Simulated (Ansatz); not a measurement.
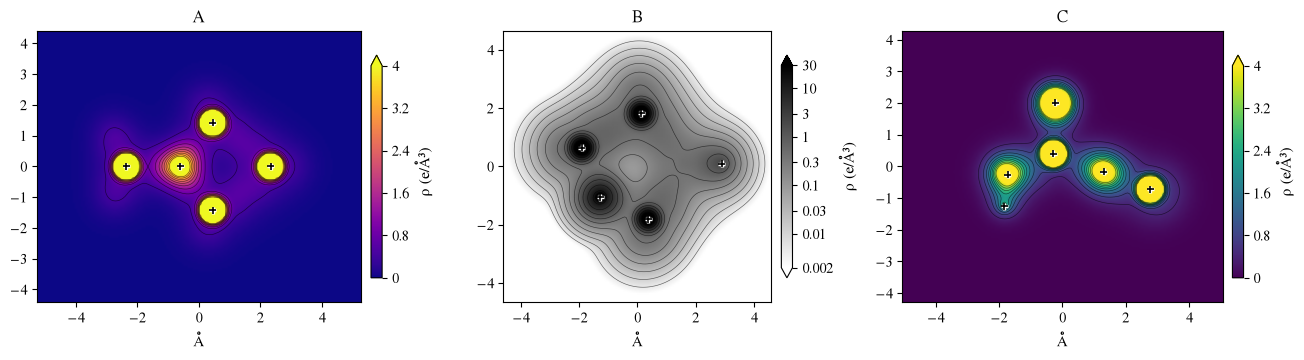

The total electron density of 3 systems, each on a plane through atoms (crosses mark nuclei in the plane).

Level of theory: isolated molecule in a Gaussian basis; Kohn-Sham density functional theory, functional PBE0 in Ansatz.

System 1: FHN2Si2, the molecular plane. Geometry: B3LYP-D3(BJ)/6-311G**.

```xyz
6

F     0.0192   -0.2120   -0.4903
N    -1.8675    1.4603    0.5329
N    -1.7993   -1.5467    0.8930
Si   -1.3207   -0.0222    0.3709
Si   -2.2735   -2.9644    1.3979
H    -2.7082    1.6481    1.0642
```

System 2: H9NSi4, the plane of atoms Si2, N1 and Si3. Geometry: B3LYP/6-31G*.

```xyz
14

N    -0.7603    1.3893    0.7234
Si    0.1036    1.7709    2.1954
Si   -2.3225    2.0535    0.2053
Si   -2.1999    0.7714   -1.7683
Si   -0.2218    0.3057   -0.5748
H    -0.8697    2.0782    3.2787
H     1.0020    2.9502    2.0416
H     0.9418    0.6076    2.5944
H    -3.4194    1.7426    1.1677
H    -2.2992    3.5378    0.0448
H    -3.1803   -0.3375   -1.9234
H    -2.0671    1.5058   -3.0558
H    -0.0123   -1.0925   -0.0980
H     1.0603    0.7422   -1.2033
```

System 3: FH8Si4 (SMILES [F+]1[SiH2][SiH2][SiH2][SiH2]1) (charge +1), the plane of atoms F1, Si2 and Si3. Geometry: B3LYP/6-31G*.

```xyz
13

F    -0.6152    2.3952   -0.5552
Si   -1.9803    1.3605    0.0574
Si   -1.1944   -0.7649   -0.6085
Si    0.4411   -0.1463   -2.2124
Si    0.8669    2.0844   -1.5642
H    -3.1010    1.9587   -0.6952
H    -1.9633    1.7520    1.4800
H    -2.3172   -1.5460   -1.1756
H    -0.5798   -1.4139    0.5735
H     1.6935   -0.9306   -2.1176
H    -0.1216   -0.1227   -3.5831
H     0.7337    3.1856   -2.5373
H     1.9121    2.3298   -0.5505
```

> Which map belongs to which system?

Panel A is system 2, H9NSi4: the plane holds N and Si. Si–N (1.75 Å): ρ at the midpoint is about 1 e/Å³. Panel B is system 3, FH8Si4: the plane holds F, Si and H. Si–F (1.82 Å): ρ at the midpoint is about 0.59 e/Å³. Panel C is system 1, FHN2Si2: the plane holds F, N, Si and H. Si–N (1.58 Å): the density is about 1.4 e/Å³ at the midpoint.
